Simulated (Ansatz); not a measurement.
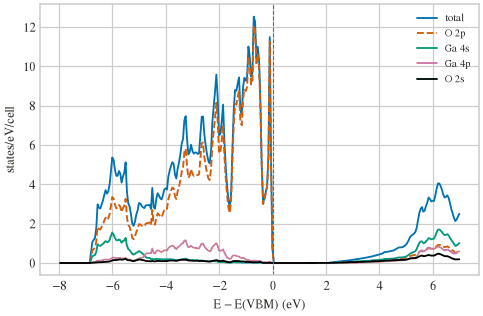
Figure: Total and projected density of states of Ga₂O₃ in space group C2/m (No. 12; Pearson symbol mS20), the program Ansatz at the PBE level (PAW)

Q: Which orbitals carry the states next to the gap?

A: Top 1 eV of the valence band: O 2p 97 %. Bottom 1 eV of the conduction band: Ga 4s 49 %, O 2s 28 %, O 2p 15 %, Ga 4p 8 %. Projections are on Löwdin-orthogonalised atomic valence shells; empty p or d shells of many metals are not among them.

Q: Where is the tallest occupied peak in this window, and what makes it?

A: Near -0.7 eV, about 13 states/eV per cell; the largest projected share is O 2p.

Symmetry was held in the PBE relaxation. Spin–orbit coupling is left out wherever it is not named.

Potentials: the earlier of the program's two PAW sets.
